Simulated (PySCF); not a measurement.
SMILES C(OB(O[CH]C)OCC)C (C6H14BO3), doublet at its GFN2-xTB optimised geometry (Å):

```
24

C     -1.2688    -2.4848     0.2086
C     -0.3967    -1.3100    -0.0143
O     -0.9742    -0.0828     0.0028
B     -0.2943     1.1047     0.0000
O     -0.9890     2.2819     0.0000
C     -2.4016     2.3202    -0.0617
C     -2.9183     2.0530    -1.4706
O      1.0695     1.1047     0.0000
C      1.8182     2.3047     0.0224
C      1.8802     2.9090     1.4200
H     -2.2952    -2.2341    -0.0488
H     -1.2539    -2.8148     1.2549
H     -0.9367    -3.3261    -0.3995
H      0.6764    -1.3662     0.0334
H     -2.8216     1.5835     0.6326
H     -2.6858     3.3261     0.2648
H     -2.6295     1.0523    -1.7811
H     -2.4941     2.7719    -2.1672
H     -4.0017     2.1356    -1.4885
H      2.8216     2.0352    -0.3234
H      1.3758     3.0264    -0.6728
H      2.2980     2.1901     2.1203
H      2.5018     3.8003     1.4098
H      0.8775     3.1741     1.7443
```

Level of theory: unrestricted B3LYP/def2-SVP in PySCF. Cells within 0.4 Å of a nucleus heavier than hydrogen are left out (blank, or x).

Map of the Laplacian of the electron density (e/bohr⁵), clipped to [-1.50, 1.50] on the plane z = 0.0 Å:

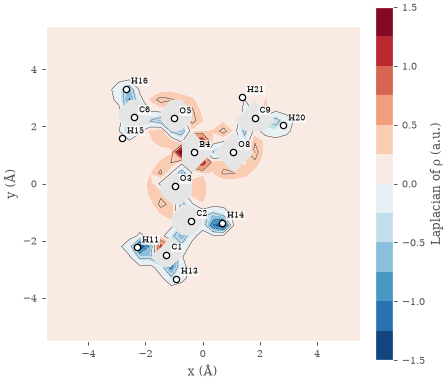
Figure. Laplacian of the electron density (e/bohr⁵), clipped to [-1.50, 1.50] on the plane z = 0.0 Å.
